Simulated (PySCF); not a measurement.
Molecule: C₁₂H₈S (dibenzothiophene), SMILES c1ccc2c(c1)sc1ccccc12.

```xyz
21

C      3.3582     0.0204     0.0770
C      2.8012     1.2976    -0.0817
C      1.4238     1.4673    -0.1156
C      0.5825     0.3536     0.0097
C      1.1605    -0.9255     0.1681
C      2.5454    -1.0998     0.2032
S     -0.0389    -2.1908     0.3046
C     -1.3377    -1.0293     0.1558
C     -2.7036    -1.3181     0.1775
C     -3.6062    -0.2696     0.0446
C     -3.1559     1.0497    -0.1083
C     -1.7969     1.3329    -0.1293
C     -0.8664     0.2934     0.0032
H      4.4440    -0.0981     0.1023
H      3.4573     2.1652    -0.1794
H      0.9943     2.4642    -0.2394
H      2.9798    -2.0941     0.3267
H     -3.0546    -2.3452     0.2967
H     -4.6785    -0.4783     0.0596
H     -3.8808     1.8599    -0.2121
H     -1.4509     2.3622    -0.2491
```

Simulated rotational absorption lines between 6 and 18 GHz at 2 K: rigid rotor with the equilibrium constants and dipole of one optimised conformer (PBE0-D3(BJ)/def2-SVP, PySCF), commonest isotopes; no centrifugal distortion, hyperfine structure, internal rotation or nuclear-spin weights; lines within 1 MHz of each other are summed.

What are the rotational constants, and what kind of rotor is it?

Rotational constants A, B, C = 1.606, 0.5786, 0.4254 GHz; Ray's κ = −0.74, an asymmetric top on the prolate side.

Which dipole components drive the lines?

|μa|, |μb|, |μc| = 0.00, 0.74, 0.00 D; b-type lines carry 100 % of the intensity in this range.

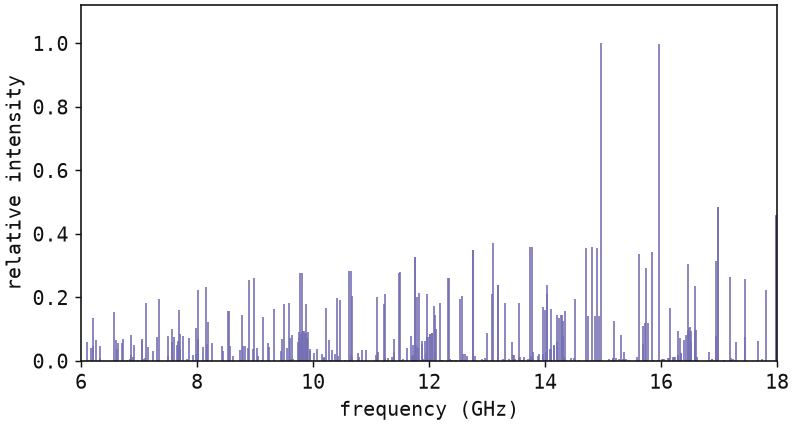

Note: coarse grid, loose stop and no frequency check, small forces are noise and the end may be a saddle.
